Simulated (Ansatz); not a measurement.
Relaxed ZnCu (CsCl type):

```
CELL_PARAMETERS angstrom
      5.92765     0.00000     0.00000
      2.96382     2.96382     0.00000
      2.96382     0.00000     2.96382
ATOMIC_POSITIONS crystal
  Zn 0.00000 0.00000 0.00000
  Zn 0.50000 0.00000 0.00000
  Cu 0.75000 0.50000 0.50000
  Cu 0.25000 0.50000 0.50000
```

The atoms are displaced by Q × the pattern below (from a DFPT mode at R = (0.5, 0.5, 0.5), largest move 1; Q in Å), at fixed cell. It is one choice among 3 degenerate patterns. (q is in reciprocal vectors of the primitive cell; the cell shown is doubled to hold the pattern.)

```tsv
atom	x	y	z
Zn1	0.000	0.000	1.000
Zn2	0.000	0.000	-1.000
```

Atoms not listed stay in place.

All values below come from PBE (plane waves to 420 eV, PAW, scalar-relativistic; Ansatz, a program for electronic structure). k mesh 16×16×16 (Γ-centred), Fermi-Dirac smearing 0.05 eV. The energy includes the smearing's −TS. With partly filled bands, energies and forces of such displacements shift with the k mesh and the smearing. ZnCu is run without spin polarisation. ZnCu was relaxed with its symmetry unable to fall. The zero of ΔE is the undisplaced structure.

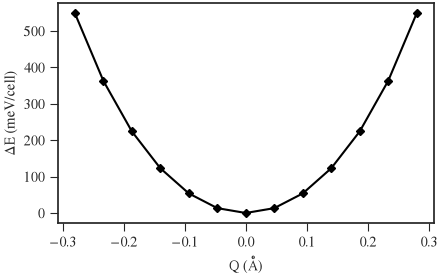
ΔE (meV/cell) against Q (Å); markers are the computed points, lines only join them.

Question: What is the energy change at Q = 0.280 Å?

Answer: About 550 meV/cell.

Question: What harmonic wavenumber does the curvature at Q = 0 give?

Answer: About 160 cm⁻¹.

(A displaced cell: forces are minus the slopes of the energy, force constants its curvatures, and phonons follow from these.)
